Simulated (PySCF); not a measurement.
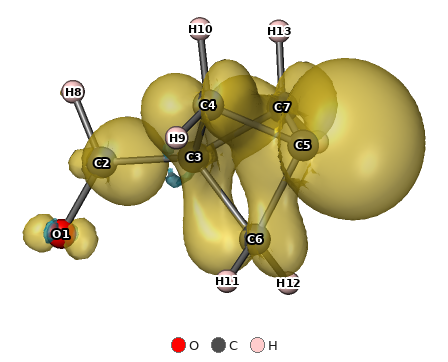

Figure. C6H7O (doublet). Isosurfaces of the spin density (α minus β) at +0.015 (yellow) and −0.015 e/Å³ (cyan), seen at a tilt.

Geometry: GFN2-xTB.

Computed with PySCF, UKS B3LYP, pcH-1 on C H O, non-relativistic, mean-field spin-orbit, GIAO.

```xyz
14

O     0.3057    1.9538    1.8040
C     0.5910    1.5205    0.7264
C     0.0827    0.2471    0.1465
C     0.9819   -0.9212   -0.3118
C    -0.4875   -1.2572   -0.6092
C    -0.8942   -0.7524    0.7834
C    -0.6868    0.1512   -1.1888
H     1.2823    2.0522    0.0414
H     1.4749   -1.4852    0.4733
H     1.6358   -0.7369   -1.1584
H    -0.5340   -1.3101    1.6411
H    -1.9184   -0.4200    0.9143
H    -0.1399    0.4033   -2.0919
H    -1.6942    0.5545   -1.1925
```

**Which atoms carry the spin?**

The unpaired spin (1 electron) lies mostly on C5 (about 0.7), C4 (about 0.1) and C7 (about 0.1), in electrons by Hirshfeld's partition.
